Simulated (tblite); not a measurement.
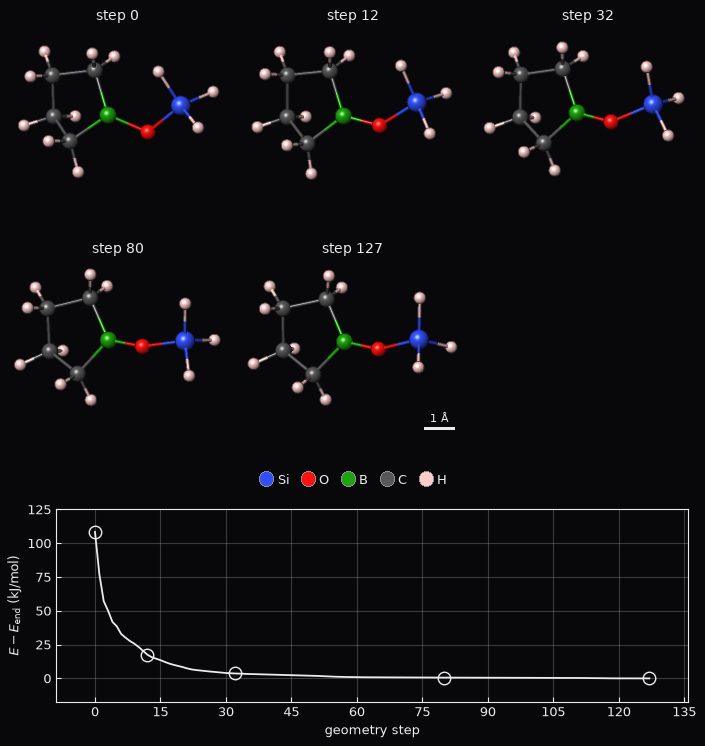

Frames of a relaxation of C4H11BOSi, marked on the history of the run. A ball-and-stick model, seen at a tilt.

Theory: GFN2-xTB geometry optimisation, gas phase in tblite 0.8.0. 

> Describe the path.

Over 127 geometry steps the energy falls by 108.4 kJ/mol. The atom that moves furthest after the best rigid fit is an H atom (0.93 Å). By element the largest moves are H 0.93 Å, O 0.71 Å, C 0.36 Å, Si 0.31 Å, B 0.27 Å. Some distances before and after: B–O 1.452 → 1.318 Å, O–Si 1.709 → 1.611 Å, C–C 1.504 → 1.537 Å, C–H 1.108 → 1.092 Å. Among the angles between lasting bonds that change: Si–O–B 113.5° → 157.5°, O–Si–H 115.0° → 104.3°, B–C–H 107.7° → 116.0°. From step 0 to 12: the O atom moves most (0.43 Å), energy −90.8 kJ/mol. From step 12 to 32: an H atom moves most (0.40 Å), energy −13.9 kJ/mol. From step 32 to 80: H atoms move most (0.41 Å), energy −3.07 kJ/mol. From step 80 to 127: an H atom moves most (0.43 Å), energy −0.59 kJ/mol.
